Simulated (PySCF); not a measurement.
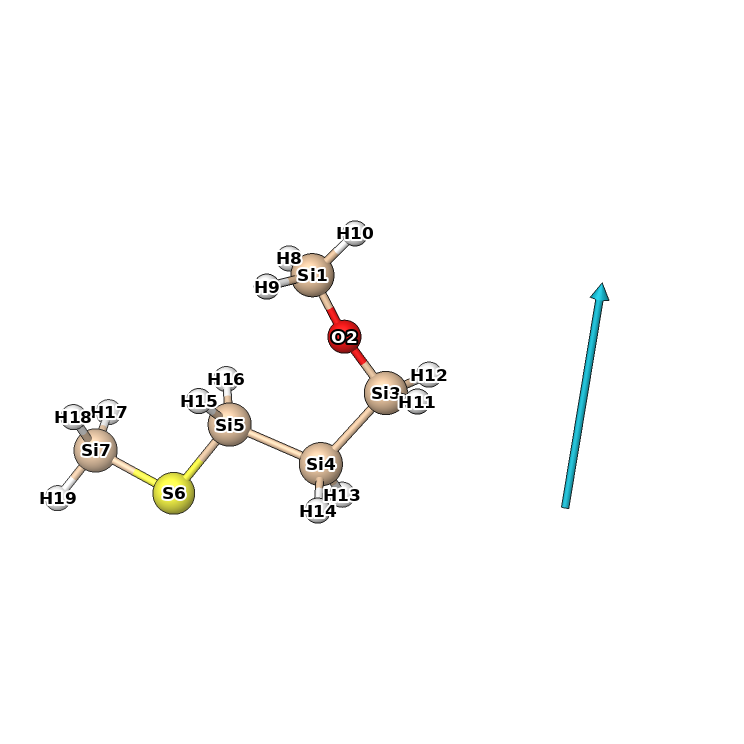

The arrow beside the molecule shows the direction of the dipole moment, from the negative to the positive end (its length means nothing). The computed structure is the end point of a GFN2-xTB optimisation. No frequency run is at hand to confirm it as a minimum. Method: PBE0/pcSseg-1, gas phase (PySCF 2.14.0).

**Estimate the dipole moment.**

1.66 D; it points from the side of H19 to the side of H10 (the outermost atoms at the two ends).

The geometry is semi-empirical. Around Si such bond lengths and angles can be off by a tenth of an ångström or more and by several degrees, and values that hang on the shape move with them.
